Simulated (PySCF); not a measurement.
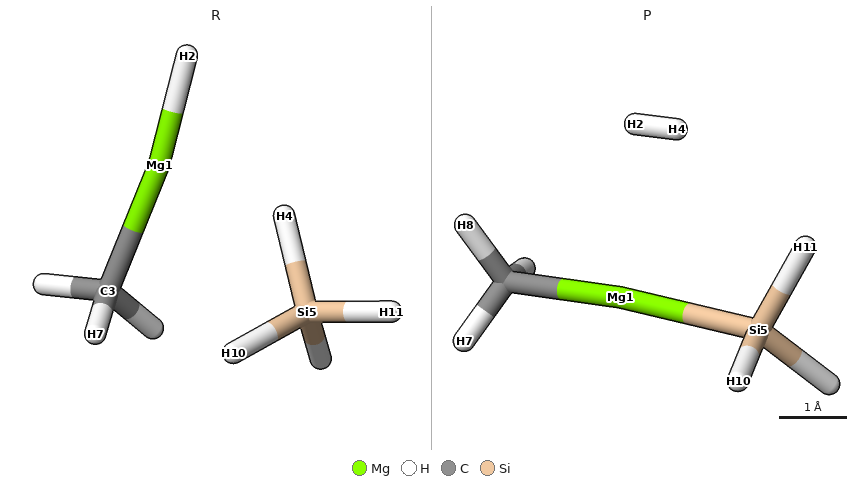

Reactant (R) and product (P) of one elementary step of CH8MgSi. Style: stick. Shown at a tilt.

Stationary points at PBE0-D4/def2-TZVP, single-point energies with CCSD(T)/CBS, CCSD(T), PBE0-D4 (def2-TZVPP where no basis is named; PySCF 2.14.0). The energies are electronic, without zero-point or thermal terms, and both ends are the minima reached downhill from the saddle, with any fragments still in contact. CCSD(T)/CBS stands for a frozen-core estimate: MP2 correlation extrapolated from def2-TZVPP and def2-QZVPP, CCSD(T) minus MP2 from the smaller set.

### What is the transition state like, and how high is the barrier?

Counted by bonded pieces, R holds CH₄Mg + SiH₄ and P holds CH₆MgSi + H₂. From R over the saddle to P, bonds form: Mg–Si (3.46 → 2.85 → 2.58 Å), H–H (2.96 → 1.13 → 0.75 Å). Bonds break: H–Mg (1.71 → 1.83 → 2.63 Å), H–Si (1.50 → 1.88 → 3.55 Å). The saddle has one imaginary mode, 1221i cm⁻¹. With CCSD(T)/CBS the barrier is 32.6 kcal/mol from R and 33.6 kcal/mol from P, and P lies 1.1 kcal/mol below R.

```csv
level,barrier from R (kcal/mol),barrier from P (kcal/mol),P less R (kcal/mol)
CCSD(T)/CBS,32.6,33.6,−1.1
CCSD(T),34.3,34.2,0.2
PBE0-D4,27.6,29.3,−1.7
```

Against CCSD(T)/CBS, CCSD(T) comes closest on the barrier from R (+1.8 kcal/mol) and PBE0-D4 misses most (−4.9 kcal/mol).

The saddle point in the same view, with dashed sticks for the bonds that form or break:

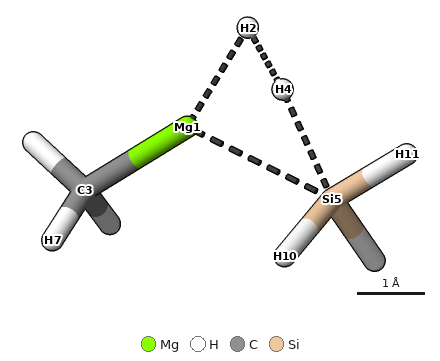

Limits of the set-up: the start holds two separate molecules, 2.4 Å apart at their closest, whose relative position is a soft coordinate.
